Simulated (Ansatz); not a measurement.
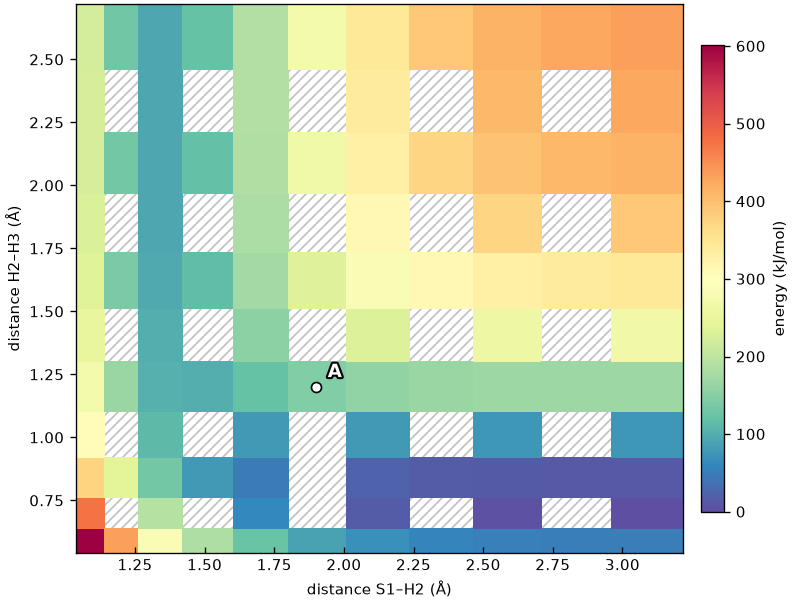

The system S + H₂, spin multiplicity 3. The first coordinate is: distance S1–H2; the second: distance H2–H3. Nothing is relaxed (the angle S1–H2–H3 is fixed at 160 degrees). The scan uses an 11 × 11 grid. At 26 points there is no value. Points are written as (first, second). All energies are given in kJ/mol relative to the lowest grid point. In part of the range the unrestricted reference is strongly spin-contaminated. The calculation used UKS BHLYP-D4/aug-cc-pVTZ (Ansatz 0.2.0).

Drawn: one coloured cell a grid point, hatched blanks where no value was computed, the point A.

Q: Which way does the force act at A, and how strong is it?

A: A, at (1.900 Å, 1.200 Å), is not a stationary point. The computed force is 92 kJ/mol for each Å towards smaller values of distance S1–H2 and 320 kJ/mol for each Å towards smaller values of distance H2–H3.
